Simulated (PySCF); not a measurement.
AlB (charge −1, quartet)

```xyz
2

Al    0.0000    0.0000   -0.5984
B     0.0000    0.0000    1.4666
```

The calculation used PBE0/def2-SVPD, non-relativistic Hamiltonian with scalar-relativistic core potentials where named, at a bond length of 2.065 Å (PySCF 2.14.0).

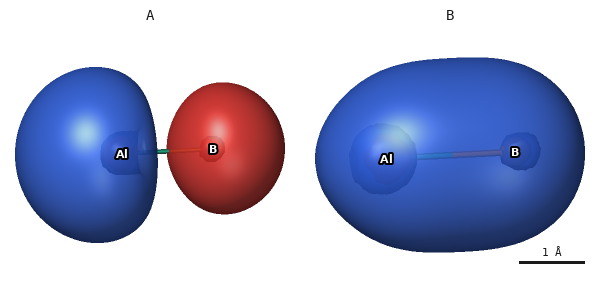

Figure 1. Two frontier β-spin orbitals, each drawn at the value that holds 80 % of its norm (blue and red are the two phases), in no order; of a degenerate pair one member is drawn.

Name the orbitals and rank them from lowest to highest energy.

Answer. Orbital B: σ, occupied in this spin, −4.85 eV; shared between the atoms (Al 45 %, B 55 %).
Orbital A: σ, occupied in this spin, −0.92 eV; mainly on Al (70 %).

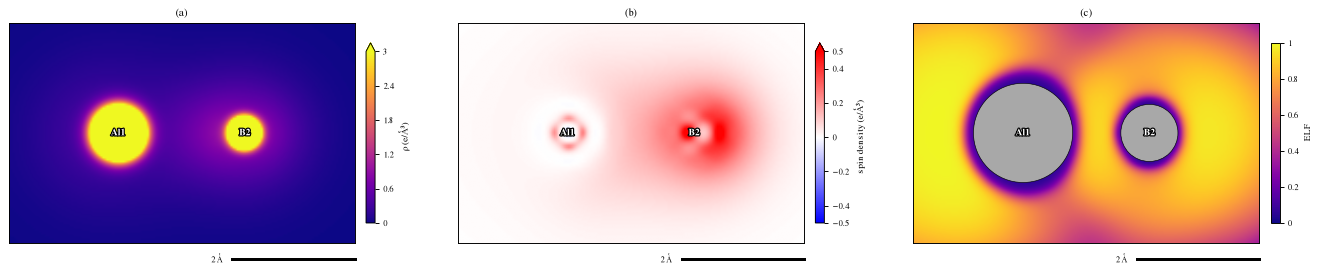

Figure 2. (a) electron density; (b) spin density (α minus β); (c) electron localisation function on a plane that holds the molecular axis. Grey discs cover the atomic cores in the ELF map.

Describe what can be read from this map.

Answer. Atoms in the plane: Al and B. Al–B (2.06 Å): the density is about 0.51 e/Å³ at the midpoint; the ELF peaks at about 0.90 between the atoms (a covalent bond). The ELF also peaks beside Al1 and B2, away from the bonds: non-bonding electrons, paired or unpaired. The unpaired spin (3 electrons) lies mostly on B2 (about 1.8) and Al1 (about 1.2), in electrons by Hirshfeld's partition.
